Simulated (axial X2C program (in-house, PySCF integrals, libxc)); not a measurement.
# CoNC: bond lengths and stretches, held linear

How do method and spin–orbit coupling move the bonds and stretches of CoNC, held linear?

Method: all-electron X2C, two-component (2c) or spin-free, Co dyall-v3z, N dyall-av3z, C dyall-v3z; program: an in-house X2C program for linear molecules on PySCF integrals.

All values are calculated.

2 further runs of the same task are left out: 2 set aside as unsound or not needed.

## Step 1: The job

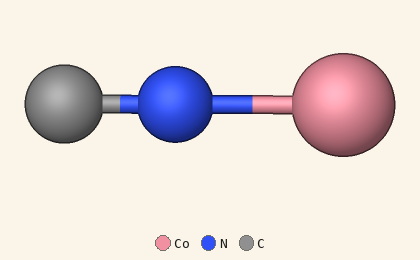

The atoms on one line, bonds 1.770 and 1.170 Å (cobalt pink, nitrogen blue, carbon grey).

Input file task.json:

```json
{"zs": [27, 7, 6], "q": 0, "bas": ["dyall-v3z", "dyall-av3z", "dyall-v3z"], "r0": [1.77, 1.17], "symm": 0, "scan": ["PBE0", "HF", "TPSSh"], "levels": ["PBE0", "HF", "PBE"], "nst": 2}
```

Keys: zs atomic numbers; q charge; bas basis sets; r0 starting distance in Å; symm equal bonds; scan levels of the two-bond scan; levels methods; nst determinants followed.

Launch:

```bash
$ python solin.py task.json out
```

Masses Co 58.933, N 14.003, C 12.000 u.

## Step 2: Scan at PBE0, 2c

State: Ω = 3 (beyond evenly filled blocks: ω = 1/2, ω = 5/2). Energies above the lowest point, from the job's result record:

```csv
r(Co–N) (Å),r(N–C) (Å),E (meV)
1.7696,1.1437,68.04
1.7696,1.1730,20.88
1.7696,1.2023,65.91
1.8150,1.1437,44.98
1.8150,1.1730,0.00
1.8150,1.2023,47.24
1.8150,1.2317,171.08
1.8604,1.1437,57.55
1.8604,1.1730,14.31
1.8604,1.2023,63.31
1.9058,1.1730,56.48
1.9058,1.2317,233.91
```

A quadratic surface with cubic terms in each bond gives the minimum at 1.818 and 1.172 Å, force constants 2.69, 17.3 and coupling 0.21 mdyn/Å.

## Step 3: Scan at TPSSh, 2c

State: Ω = 3 (beyond evenly filled blocks: ω = 1/2, ω = 5/2). Energies above the lowest point, from the job's result record:

```csv
r(Co–N) (Å),r(N–C) (Å),E (meV)
1.7696,1.1437,78.32
1.7696,1.1730,11.95
1.7696,1.2023,36.67
1.8150,1.1437,63.68
1.8150,1.1730,0.00
1.8150,1.2023,27.46
1.8150,1.2317,130.42
1.8604,1.1437,83.94
1.8604,1.1730,22.44
1.8604,1.2023,52.12
1.9058,1.1730,71.94
1.9058,1.2317,210.49
```

A quadratic surface with cubic terms in each bond gives the minimum at 1.806 and 1.178 Å, force constants 2.77, 16.5 and coupling 0.27 mdyn/Å.

## Step 4: Scan at PBE0, spin-free

State: M_S = 1, Λ = 2 (beyond evenly filled blocks: σα, δ+α, δ+β, δ-α). Energies above the lowest point, from the job's result record:

```csv
r(Co–N) (Å),r(N–C) (Å),E (meV)
1.7696,1.1437,68.23
1.7696,1.1730,21.13
1.7696,1.2023,66.20
1.8150,1.1437,44.92
1.8150,1.1730,0.00
1.8150,1.2023,47.29
1.8150,1.2317,171.17
1.8604,1.1437,57.27
1.8604,1.1730,14.09
1.8604,1.2023,63.15
1.9058,1.1730,56.07
1.9058,1.2317,233.60
```

A quadratic surface with cubic terms in each bond gives the minimum at 1.818 and 1.172 Å, force constants 2.69, 17.3 and coupling 0.21 mdyn/Å.

## Step 5: The levels side by side

| level | r(Co–N) (Å) | r(N–C) (Å) | lower stretch (cm⁻¹) | upper stretch (cm⁻¹) |
| --- | --- | --- | --- | --- |
| PBE0, 2c | 1.818 | 1.172 | 497.1 | 2156.4 |
| TPSSh, 2c | 1.806 | 1.178 | 504.9 | 2101.6 |
| PBE0, spin-free | 1.818 | 1.172 | 496.9 | 2156.3 |
| TPSSh, spin-free | 1.806 | 1.178 | 504.8 | 2101.5 |

Scans not shown above were run alike.

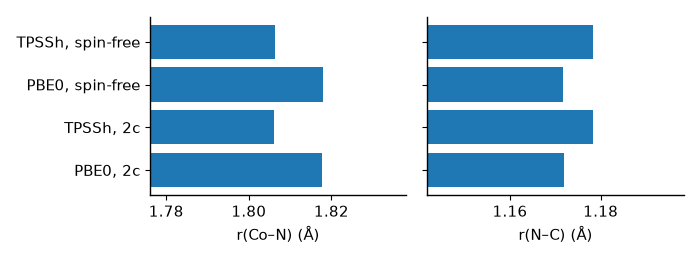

The two bond lengths by level.

In words: Over the levels the Co–N bond spans 1.806 to 1.818 Å and the N–C bond 1.172 to 1.178 Å. At PBE0 spin–orbit coupling leaves both bonds unchanged to 0.001 Å. Each state is one determinant, the lowest of a limited PBE0 search; the stretches come from a fit to few points and are good to some per cent at best. The molecule was held linear; bending was not examined, so a bent shape may lie lower. Open-shell Ω = 0 determinants with evenly filled partner blocks cannot be reached by this program, so the Ω shown need not be the lowest component. Note: functional without a current term on a determinant with orbital currents, of the molecule or an atom. Note: several unpaired electrons, one determinant need not be a pure state.
